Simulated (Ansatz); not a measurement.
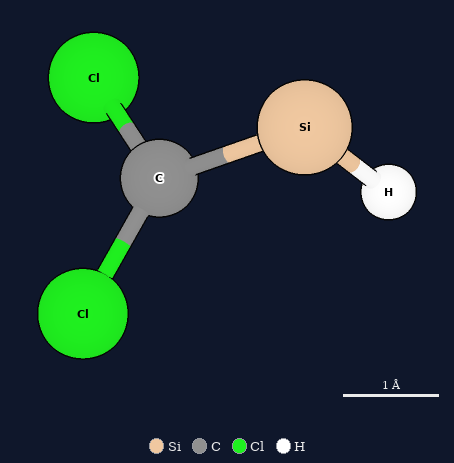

The input geometry (ball-and-stick view, seen at a tilt). Bond lengths as drawn: C–Cl 1.68 Å, C–Si 1.91 Å and H–Si 1.54 Å.

# Run report: CHCl2Si (charge +1), molecular dynamics (part 1 of 5)

System: CHCl2Si, charge +1.
Method: RKS PBE/def2-SVP (Ansatz 0.2.0).

It belongs to a series of runs on one base structure; here: dynamics from the start.

Input file
```yaml
crystal:
  periodic: [false, false, false]
  atoms:
    - { symbol: Si, position_ang: [0.559405, 1.397239, 0.126615] }
    - { symbol: C, position_ang: [0.120608, -0.456779, 0.136985] }
    - { symbol: Cl, position_ang: [-0.705038, -1.117723, 1.445209] }
    - { symbol: Cl, position_ang: [0.754909, -1.481522, -1.036414] }
    - { symbol: H, position_ang: [-0.729883, 1.658784, -0.672395] }
total_charge: 1
basis:
  gaussian: { orbitals: def2-SVP }
hamiltonian:
  xc: pbe
md:
  timestep: 0.5
  n_steps: 150
  ensemble: nvt_nose_hoover
  temperature: 500.0
  initial_velocities: maxwell_boltzmann
  seed: 949166
  masses: [{ species: H, mass: 3.016 }]
scf:
  lower_state_search: "off"
```

Hardware: 1 thread of Arm Neoverse V1, 24 GiB of memory available, shared host.

Run as:
```bash
ansatz run input.yaml --threads 1 --pin off --max-ram 2048MiB --backend cpu --events-out ev --progress --plain --runs-dir out
```

Output
```
Engine: ansatz 0.2.0, aarch64-unknown-linux-gnu
Functional definition: PBE
  parameter kappa = 0.804
  parameter beta = 0.06672455060314922
  exchange = pbe_x(kappa = kappa, mu = beta*pi^2/3)
  correlation = pbe_c(beta = beta)
these checks for a lower state are left out or cut short: stability, starts, cluster_reference, orbital_swaps, neighbouring_geometries, increment
802 factors; their error is unknown
mean field evaluation 1: about -33921.5712 eV, gradient 7.3e1 eV
mean field evaluation 2: about -33825.6052 eV, gradient 1.5e2 eV
mean field evaluation 4: about -33933.9185 eV, gradient 3.8e1 eV
mean field evaluation 8: about -33938.9177 eV, gradient 2.4e-1 eV
mean field evaluation 16: about -33938.8557 eV, gradient 2.1e-4 eV
mean field -33938.85573666 eV, -1247.2299437396 hartree, gradient 1.7e-6 eV, S^2 0.000000; 0 other end points of the search recorded, 0 dependent functions left out
the calculation of the forces begins
reference -33938.85576444 eV, -1247.2299447605 hartree; 27, 27 occupied and 46, 46 virtual orbitals, 802 factors
md step     0: t =     0.00 fs  T =   500.0 K  F+E_penalty+E_count = -33938.85573666 eV  E_kin = 0.193890 eV  conserved = -33938.66184666 eV  (19 SCF iters)
these checks for a lower state are left out or cut short: stability, starts, cluster_reference, orbital_swaps, neighbouring_geometries, increment
802 factors; their error is unknown
mean field -33938.85536989 eV, -1247.2299302610 hartree, gradient 1.9e-6 eV, S^2 0.000000; 0 other end points of the search recorded, 0 dependent functions left out
the calculation of the forces begins
reference -33938.85539766 eV, -1247.2299312815 hartree; 27, 27 occupied and 46, 46 virtual orbitals, 802 factors
md step     1: t =     0.50 fs  T =   499.1 K  F+E_penalty+E_count = -33938.85536989 eV  E_kin = 0.193522 eV  conserved = -33938.66184767 eV  (22 SCF iters)
[... from here on the SCF iterations and repeated set-up lines of each step are left out, up to the last step ...]
md step     2: t =     1.00 fs  T =   495.5 K  F+E_penalty+E_count = -33938.85398852 eV  E_kin = 0.192141 eV  conserved = -33938.66184709 eV  (22 SCF iters)
md step     3: t =     1.50 fs  T =   489.4 K  F+E_penalty+E_count = -33938.85160836 eV  E_kin = 0.189764 eV  conserved = -33938.66184492 eV  (23 SCF iters)
md step     4: t =     2.00 fs  T =   480.8 K  F+E_penalty+E_count = -33938.84827029 eV  E_kin = 0.186430 eV  conserved = -33938.66184121 eV  (23 SCF iters)
md step     5: t =     2.50 fs  T =   469.9 K  F+E_penalty+E_count = -33938.84403953 eV  E_kin = 0.182205 eV  conserved = -33938.66183603 eV  (23 SCF iters)
md step     6: t =     3.00 fs  T =   456.9 K  F+E_penalty+E_count = -33938.83900399 eV  E_kin = 0.177177 eV  conserved = -33938.66182963 eV  (23 SCF iters)
md step     7: t =     3.50 fs  T =   442.1 K  F+E_penalty+E_count = -33938.83327103 eV  E_kin = 0.171453 eV  conserved = -33938.66182222 eV  (23 SCF iters)
md step     8: t =     4.00 fs  T =   425.9 K  F+E_penalty+E_count = -33938.82696378 eV  E_kin = 0.165157 eV  conserved = -33938.66181409 eV  (23 SCF iters)
md step     9: t =     4.50 fs  T =   408.5 K  F+E_penalty+E_count = -33938.82021585 eV  E_kin = 0.158422 eV  conserved = -33938.66180516 eV  (23 SCF iters)
md step    10: t =     5.00 fs  T =   390.4 K  F+E_penalty+E_count = -33938.81316776 eV  E_kin = 0.151387 eV  conserved = -33938.66179662 eV  (23 SCF iters)
md step    11: t =     5.50 fs  T =   371.8 K  F+E_penalty+E_count = -33938.80595880 eV  E_kin = 0.144193 eV  conserved = -33938.66178839 eV  (23 SCF iters)
md step    12: t =     6.00 fs  T =   353.2 K  F+E_penalty+E_count = -33938.79872318 eV  E_kin = 0.136973 eV  conserved = -33938.66178079 eV  (23 SCF iters)
md step    13: t =     6.50 fs  T =   334.9 K  F+E_penalty+E_count = -33938.79158446 eV  E_kin = 0.129851 eV  conserved = -33938.66177400 eV  (23 SCF iters)
md step    14: t =     7.00 fs  T =   317.0 K  F+E_penalty+E_count = -33938.78465163 eV  E_kin = 0.122935 eV  conserved = -33938.66176844 eV  (23 SCF iters)
md step    15: t =     7.50 fs  T =   300.0 K  F+E_penalty+E_count = -33938.77801508 eV  E_kin = 0.116315 eV  conserved = -33938.66176409 eV  (23 SCF iters)
md step    16: t =     8.00 fs  T =   283.8 K  F+E_penalty+E_count = -33938.77174509 eV  E_kin = 0.110063 eV  conserved = -33938.66176110 eV  (14 SCF iters)
md step    17: t =     8.50 fs  T =   268.8 K  F+E_penalty+E_count = -33938.76589034 eV  E_kin = 0.104226 eV  conserved = -33938.66175924 eV  (15 SCF iters)
md step    18: t =     9.00 fs  T =   254.9 K  F+E_penalty+E_count = -33938.76047915 eV  E_kin = 0.098832 eV  conserved = -33938.66175876 eV  (15 SCF iters)
md step    19: t =     9.50 fs  T =   242.1 K  F+E_penalty+E_count = -33938.75552014 eV  E_kin = 0.093891 eV  conserved = -33938.66175976 eV  (15 SCF iters)
md step    20: t =    10.00 fs  T =   230.5 K  F+E_penalty+E_count = -33938.75100355 eV  E_kin = 0.089394 eV  conserved = -33938.66176123 eV  (15 SCF iters)
md step    21: t =    10.50 fs  T =   220.0 K  F+E_penalty+E_count = -33938.74690661 eV  E_kin = 0.085316 eV  conserved = -33938.66176346 eV  (23 SCF iters)
md step    22: t =    11.00 fs  T =   210.5 K  F+E_penalty+E_count = -33938.74319470 eV  E_kin = 0.081625 eV  conserved = -33938.66176607 eV  (23 SCF iters)
md step    23: t =    11.50 fs  T =   201.9 K  F+E_penalty+E_count = -33938.73982571 eV  E_kin = 0.078277 eV  conserved = -33938.66176892 eV  (23 SCF iters)
md step    24: t =    12.00 fs  T =   194.0 K  F+E_penalty+E_count = -33938.73675313 eV  E_kin = 0.075228 eV  conserved = -33938.66177187 eV  (23 SCF iters)
md step    25: t =    12.50 fs  T =   186.8 K  F+E_penalty+E_count = -33938.73392928 eV  E_kin = 0.072428 eV  conserved = -33938.66177500 eV  (23 SCF iters)
md step    26: t =    13.00 fs  T =   180.1 K  F+E_penalty+E_count = -33938.73130705 eV  E_kin = 0.069831 eV  conserved = -33938.66177753 eV  (21 SCF iters)
md step    27: t =    13.50 fs  T =   173.8 K  F+E_penalty+E_count = -33938.72884420 eV  E_kin = 0.067396 eV  conserved = -33938.66177981 eV  (21 SCF iters)
md step    28: t =    14.00 fs  T =   167.8 K  F+E_penalty+E_count = -33938.72650350 eV  E_kin = 0.065084 eV  conserved = -33938.66178138 eV  (21 SCF iters)
md step    29: t =    14.50 fs  T =   162.1 K  F+E_penalty+E_count = -33938.72425609 eV  E_kin = 0.062867 eV  conserved = -33938.66178268 eV  (21 SCF iters)
md step    30: t =    15.00 fs  T =   156.6 K  F+E_penalty+E_count = -33938.72208122 eV  E_kin = 0.060725 eV  conserved = -33938.66178341 eV  (21 SCF iters)
md step    31: t =    15.50 fs  T =   151.2 K  F+E_penalty+E_count = -33938.71996798 eV  E_kin = 0.058645 eV  conserved = -33938.66178318 eV  (21 SCF iters)
md step    32: t =    16.00 fs  T =   146.0 K  F+E_penalty+E_count = -33938.71791723 eV  E_kin = 0.056630 eV  conserved = -33938.66178252 eV  (22 SCF iters)
md step    33: t =    16.50 fs  T =   141.0 K  F+E_penalty+E_count = -33938.71594052 eV  E_kin = 0.054690 eV  conserved = -33938.66178120 eV  (22 SCF iters)
md step    34: t =    17.00 fs  T =   136.3 K  F+E_penalty+E_count = -33938.71406119 eV  E_kin = 0.052849 eV  conserved = -33938.66177905 eV  (22 SCF iters)
md step    35: t =    17.50 fs  T =   131.9 K  F+E_penalty+E_count = -33938.71231477 eV  E_kin = 0.051142 eV  conserved = -33938.66177634 eV  (22 SCF iters)
md step    36: t =    18.00 fs  T =   127.9 K  F+E_penalty+E_count = -33938.71074784 eV  E_kin = 0.049616 eV  conserved = -33938.66177306 eV  (22 SCF iters)
md step    37: t =    18.50 fs  T =   124.6 K  F+E_penalty+E_count = -33938.70941712 eV  E_kin = 0.048328 eV  conserved = -33938.66176903 eV  (22 SCF iters)
md step    38: t =    19.00 fs  T =   122.1 K  F+E_penalty+E_count = -33938.70838863 eV  E_kin = 0.047344 eV  conserved = -33938.66176457 eV  (22 SCF iters)
md step    39: t =    19.50 fs  T =   120.5 K  F+E_penalty+E_count = -33938.70773492 eV  E_kin = 0.046735 eV  conserved = -33938.66175985 eV  (22 SCF iters)
md step    40: t =    20.00 fs  T =   120.1 K  F+E_penalty+E_count = -33938.70753251 eV  E_kin = 0.046580 eV  conserved = -33938.66175511 eV  (22 SCF iters)
md step    41: t =    20.50 fs  T =   121.1 K  F+E_penalty+E_count = -33938.70785837 eV  E_kin = 0.046954 eV  conserved = -33938.66175052 eV  (22 SCF iters)
md step    42: t =    21.00 fs  T =   123.6 K  F+E_penalty+E_count = -33938.70878626 eV  E_kin = 0.047933 eV  conserved = -33938.66174645 eV  (22 SCF iters)
md step    43: t =    21.50 fs  T =   127.9 K  F+E_penalty+E_count = -33938.71038223 eV  E_kin = 0.049582 eV  conserved = -33938.66174304 eV  (22 SCF iters)
md step    44: t =    22.00 fs  T =   134.0 K  F+E_penalty+E_count = -33938.71270065 eV  E_kin = 0.051956 eV  conserved = -33938.66174064 eV  (22 SCF iters)
md step    45: t =    22.50 fs  T =   142.1 K  F+E_penalty+E_count = -33938.71577980 eV  E_kin = 0.055095 eV  conserved = -33938.66173947 eV  (22 SCF iters)
md step    46: t =    23.00 fs  T =   152.2 K  F+E_penalty+E_count = -33938.71963830 eV  E_kin = 0.059018 eV  conserved = -33938.66173985 eV  (15 SCF iters)
md step    47: t =    23.50 fs  T =   164.3 K  F+E_penalty+E_count = -33938.72427166 eV  E_kin = 0.063721 eV  conserved = -33938.66174166 eV  (15 SCF iters)
md step    48: t =    24.00 fs  T =   178.4 K  F+E_penalty+E_count = -33938.72965095 eV  E_kin = 0.069177 eV  conserved = -33938.66174509 eV  (15 SCF iters)
md step    49: t =    24.50 fs  T =   194.3 K  F+E_penalty+E_count = -33938.73572150 eV  E_kin = 0.075332 eV  conserved = -33938.66175009 eV  (15 SCF iters)
md step    50: t =    25.00 fs  T =   211.7 K  F+E_penalty+E_count = -33938.74240358 eV  E_kin = 0.082107 eV  conserved = -33938.66175658 eV  (15 SCF iters)
md step    51: t =    25.50 fs  T =   230.5 K  F+E_penalty+E_count = -33938.74959416 eV  E_kin = 0.089401 eV  conserved = -33938.66176422 eV  (15 SCF iters)
md step    52: t =    26.00 fs  T =   250.4 K  F+E_penalty+E_count = -33938.75717061 eV  E_kin = 0.097093 eV  conserved = -33938.66177289 eV  (23 SCF iters)
md step    53: t =    26.50 fs  T =   270.9 K  F+E_penalty+E_count = -33938.76499465 eV  E_kin = 0.105044 eV  conserved = -33938.66178215 eV  (23 SCF iters)
md step    54: t =    27.00 fs  T =   291.7 K  F+E_penalty+E_count = -33938.77291819 eV  E_kin = 0.113109 eV  conserved = -33938.66179162 eV  (23 SCF iters)
md step    55: t =    27.50 fs  T =   312.4 K  F+E_penalty+E_count = -33938.78078926 eV  E_kin = 0.121135 eV  conserved = -33938.66180090 eV  (23 SCF iters)
md step    56: t =    28.00 fs  T =   332.6 K  F+E_penalty+E_count = -33938.78845842 eV  E_kin = 0.128973 eV  conserved = -33938.66180954 eV  (23 SCF iters)
md step    57: t =    28.50 fs  T =   352.0 K  F+E_penalty+E_count = -33938.79578540 eV  E_kin = 0.136483 eV  conserved = -33938.66181753 eV  (23 SCF iters)
md step    58: t =    29.00 fs  T =   370.2 K  F+E_penalty+E_count = -33938.80264336 eV  E_kin = 0.143539 eV  conserved = -33938.66182379 eV  (23 SCF iters)
md step    59: t =    29.50 fs  T =   386.9 K  F+E_penalty+E_count = -33938.80892624 eV  E_kin = 0.150033 eV  conserved = -33938.66182875 eV  (23 SCF iters)
md step    60: t =    30.00 fs  T =   402.0 K  F+E_penalty+E_count = -33938.81455004 eV  E_kin = 0.155881 eV  conserved = -33938.66183196 eV  (23 SCF iters)
md step    61: t =    30.50 fs  T =   415.2 K  F+E_penalty+E_count = -33938.81945657 eV  E_kin = 0.161023 eV  conserved = -33938.66183364 eV  (23 SCF iters)
md step    62: t =    31.00 fs  T =   426.6 K  F+E_penalty+E_count = -33938.82361312 eV  E_kin = 0.165426 eV  conserved = -33938.66183366 eV  (23 SCF iters)
md step    63: t =    31.50 fs  T =   436.0 K  F+E_penalty+E_count = -33938.82701227 eV  E_kin = 0.169080 eV  conserved = -33938.66183221 eV  (23 SCF iters)
md step    64: t =    32.00 fs  T =   443.6 K  F+E_penalty+E_count = -33938.82966923 eV  E_kin = 0.172000 eV  conserved = -33938.66182955 eV  (23 SCF iters)
md step    65: t =    32.50 fs  T =   449.3 K  F+E_penalty+E_count = -33938.83161832 eV  E_kin = 0.174219 eV  conserved = -33938.66182596 eV  (23 SCF iters)
md step    66: t =    33.00 fs  T =   453.3 K  F+E_penalty+E_count = -33938.83290793 eV  E_kin = 0.175783 eV  conserved = -33938.66182137 eV  (23 SCF iters)
md step    67: t =    33.50 fs  T =   455.8 K  F+E_penalty+E_count = -33938.83359717 eV  E_kin = 0.176750 eV  conserved = -33938.66181692 eV  (23 SCF iters)
md step    68: t =    34.00 fs  T =   456.9 K  F+E_penalty+E_count = -33938.83374802 eV  E_kin = 0.177180 eV  conserved = -33938.66181255 eV  (23 SCF iters)
md step    69: t =    34.50 fs  T =   456.8 K  F+E_penalty+E_count = -33938.83342202 eV  E_kin = 0.177135 eV  conserved = -33938.66180853 eV  (23 SCF iters)
md step    70: t =    35.00 fs  T =   455.6 K  F+E_penalty+E_count = -33938.83267546 eV  E_kin = 0.176670 eV  conserved = -33938.66180508 eV  (23 SCF iters)
md step    71: t =    35.50 fs  T =   453.4 K  F+E_penalty+E_count = -33938.83155602 eV  E_kin = 0.175831 eV  conserved = -33938.66180235 eV  (23 SCF iters)
md step    72: t =    36.00 fs  T =   450.4 K  F+E_penalty+E_count = -33938.83010046 eV  E_kin = 0.174656 eV  conserved = -33938.66180037 eV  (23 SCF iters)
md step    73: t =    36.50 fs  T =   446.6 K  F+E_penalty+E_count = -33938.82833399 eV  E_kin = 0.173167 eV  conserved = -33938.66179938 eV  (23 SCF iters)
md step    74: t =    37.00 fs  T =   441.9 K  F+E_penalty+E_count = -33938.82626996 eV  E_kin = 0.171379 eV  conserved = -33938.66179928 eV  (23 SCF iters)
md step    75: t =    37.50 fs  T =   436.6 K  F+E_penalty+E_count = -33938.82391091 eV  E_kin = 0.169294 eV  conserved = -33938.66179925 eV  (23 SCF iters)
md step    76: t =    38.00 fs  T =   430.4 K  F+E_penalty+E_count = -33938.82125257 eV  E_kin = 0.166907 eV  conserved = -33938.66179956 eV  (23 SCF iters)
md step    77: t =    38.50 fs  T =   423.5 K  F+E_penalty+E_count = -33938.81828517 eV  E_kin = 0.164209 eV  conserved = -33938.66180001 eV  (23 SCF iters)
md step    78: t =    39.00 fs  T =   415.7 K  F+E_penalty+E_count = -33938.81499700 eV  E_kin = 0.161187 eV  conserved = -33938.66180038 eV  (22 SCF iters)
md step    79: t =    39.50 fs  T =   407.0 K  F+E_penalty+E_count = -33938.81137762 eV  E_kin = 0.157831 eV  conserved = -33938.66180048 eV  (22 SCF iters)
md step    80: t =    40.00 fs  T =   397.5 K  F+E_penalty+E_count = -33938.80742065 eV  E_kin = 0.154134 eV  conserved = -33938.66180018 eV  (22 SCF iters)
md step    81: t =    40.50 fs  T =   387.1 K  F+E_penalty+E_count = -33938.80312626 eV  E_kin = 0.150095 eV  conserved = -33938.66179947 eV  (22 SCF iters)
md step    82: t =    41.00 fs  T =   375.8 K  F+E_penalty+E_count = -33938.79850251 eV  E_kin = 0.145723 eV  conserved = -33938.66179809 eV  (22 SCF iters)
md step    83: t =    41.50 fs  T =   363.7 K  F+E_penalty+E_count = -33938.79356715 eV  E_kin = 0.141034 eV  conserved = -33938.66179633 eV  (22 SCF iters)
md step    84: t =    42.00 fs  T =   350.9 K  F+E_penalty+E_count = -33938.78834652 eV  E_kin = 0.136055 eV  conserved = -33938.66179357 eV  (21 SCF iters)
md step    85: t =    42.50 fs  T =   337.4 K  F+E_penalty+E_count = -33938.78287740 eV  E_kin = 0.130821 eV  conserved = -33938.66179054 eV  (22 SCF iters)
md step    86: t =    43.00 fs  T =   323.3 K  F+E_penalty+E_count = -33938.77720394 eV  E_kin = 0.125377 eV  conserved = -33938.66178709 eV  (22 SCF iters)
md step    87: t =    43.50 fs  T =   308.9 K  F+E_penalty+E_count = -33938.77137739 eV  E_kin = 0.119773 eV  conserved = -33938.66178333 eV  (22 SCF iters)
md step    88: t =    44.00 fs  T =   294.1 K  F+E_penalty+E_count = -33938.76545413 eV  E_kin = 0.114064 eV  conserved = -33938.66177940 eV  (22 SCF iters)
md step    89: t =    44.50 fs  T =   279.3 K  F+E_penalty+E_count = -33938.75949387 eV  E_kin = 0.108311 eV  conserved = -33938.66177547 eV  (22 SCF iters)
md step    90: t =    45.00 fs  T =   264.5 K  F+E_penalty+E_count = -33938.75355733 eV  E_kin = 0.102575 eV  conserved = -33938.66177155 eV  (22 SCF iters)
md step    91: t =    45.50 fs  T =   249.9 K  F+E_penalty+E_count = -33938.74770470 eV  E_kin = 0.096914 eV  conserved = -33938.66176781 eV  (22 SCF iters)
md step    92: t =    46.00 fs  T =   235.7 K  F+E_penalty+E_count = -33938.74199340 eV  E_kin = 0.091386 eV  conserved = -33938.66176437 eV  (22 SCF iters)
md step    93: t =    46.50 fs  T =   221.9 K  F+E_penalty+E_count = -33938.73647652 eV  E_kin = 0.086044 eV  conserved = -33938.66176132 eV  (22 SCF iters)
md step    94: t =    47.00 fs  T =   208.7 K  F+E_penalty+E_count = -33938.73120127 eV  E_kin = 0.080937 eV  conserved = -33938.66175872 eV  (22 SCF iters)
md step    95: t =    47.50 fs  T =   196.3 K  F+E_penalty+E_count = -33938.72620774 eV  E_kin = 0.076103 eV  conserved = -33938.66175665 eV  (21 SCF iters)
md step    96: t =    48.00 fs  T =   184.6 K  F+E_penalty+E_count = -33938.72152793 eV  E_kin = 0.071575 eV  conserved = -33938.66175514 eV  (21 SCF iters)
md step    97: t =    48.50 fs  T =   173.8 K  F+E_penalty+E_count = -33938.71718508 eV  E_kin = 0.067378 eV  conserved = -33938.66175420 eV  (22 SCF iters)
md step    98: t =    49.00 fs  T =   163.8 K  F+E_penalty+E_count = -33938.71319331 eV  E_kin = 0.063525 eV  conserved = -33938.66175387 eV  (22 SCF iters)
md step    99: t =    49.50 fs  T =   154.8 K  F+E_penalty+E_count = -33938.70955737 eV  E_kin = 0.060022 eV  conserved = -33938.66175399 eV  (23 SCF iters)
md step   100: t =    50.00 fs  T =   146.6 K  F+E_penalty+E_count = -33938.70627335 eV  E_kin = 0.056866 eV  conserved = -33938.66175475 eV  (23 SCF iters)
md step   101: t =    50.50 fs  T =   139.4 K  F+E_penalty+E_count = -33938.70332855 eV  E_kin = 0.054044 eV  conserved = -33938.66175599 eV  (23 SCF iters)
md step   102: t =    51.00 fs  T =   132.9 K  F+E_penalty+E_count = -33938.70070265 eV  E_kin = 0.051536 eV  conserved = -33938.66175765 eV  (23 SCF iters)
```
